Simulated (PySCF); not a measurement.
# C$_{2}$H$_{12}$B$_{3}$N$_{3}$Si (SMILES CB1NBN(C[SiH3])BN1): what the fields show

Input file:

```
{"job": {"kind": "nmr", "xc": "PBE0", "basis": "pcSseg-1"}, "charge": 0, "multiplicity": 1}
C      3.531662     0.407558     0.644897
B      1.983034     0.148487     0.379728
N      1.192888     1.020610    -0.412704
B     -0.181171     0.804067    -0.678514
N     -0.799236    -0.347458    -0.127449
C     -2.223590    -0.571295    -0.342274
Si    -3.234779     0.265719     1.037267
B     -0.058854    -1.258083     0.669480
N      1.311444    -0.987333     0.901710
H      4.137706    -0.142965    -0.073969
H      3.841266     0.076439     1.634007
H      3.802548     1.456743     0.549330
H      1.631455     1.837378    -0.810121
H     -0.790755     1.556904    -1.345700
H     -2.509410    -0.175415    -1.319848
H     -2.422552    -1.645496    -0.362528
H     -2.974863     1.706223     1.031166
H     -4.659998     0.018283     0.790482
H     -2.855496    -0.295324     2.335485
H     -0.566428    -2.219127     1.119309
H      1.836208    -1.638972     1.465080
```

Run with:

```sh
OMP_NUM_THREADS=1 python probes_run.py task.json out
```

Geometry: GFN2-xTB.

Method: PySCF, PBE0/pcSseg-1, SCF density, gas phase, non-relativistic.

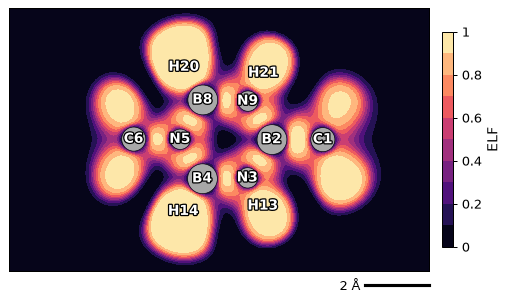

Figure 1. Electron localisation function on the plane of atoms N5, B8 and N9. Grey discs cover the atomic cores.

### Read the bonding off the picture.

The section cuts through C, B, N and H sites. B–N (1.42 Å): the ELF peaks at about 0.95 between the atoms (a short, strongly polar bond). C–N (1.46 Å): the ELF peaks at about 0.95 between the atoms (a covalent bond). C–B (1.59 Å): the ELF peaks at about 1 between the atoms: a covalent bond. N–H (1.01 Å): the ELF climbs to about 1 towards the hydrogen, as it does in any bond to H: a covalent bond by its length. B–H (1.18 Å): the ELF climbs to about 1 towards the hydrogen (a covalent bond by its length).

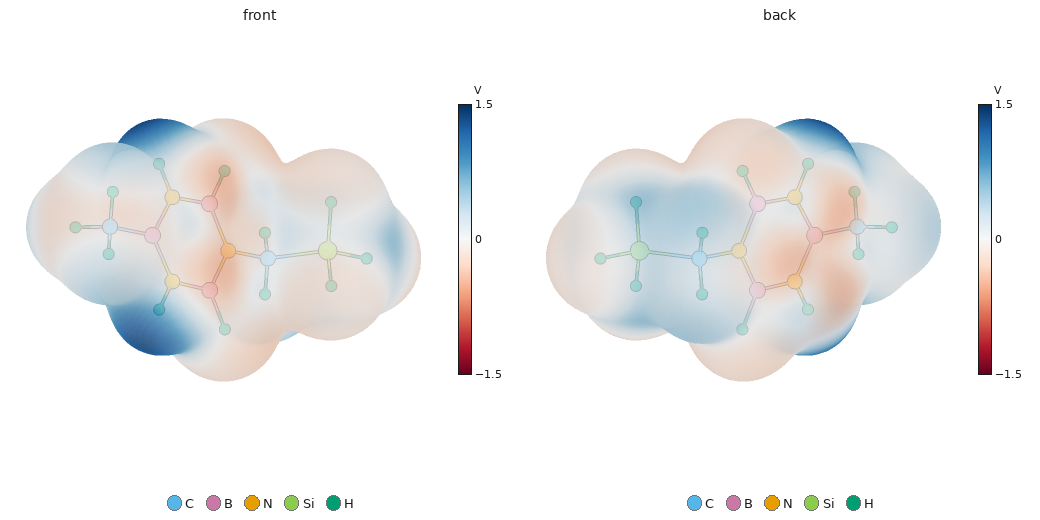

Figure 2. The electrostatic potential painted on the density surface at 0.001 e/bohr³, seen from the front and from behind; the colour scale runs from red (negative) to blue (positive).

### Where is the surface potential most negative and most positive?

The most negative region (about −0.5 V) lies over N3, N5 and N9, the most positive (about +1.3 V) over H13 and H21.
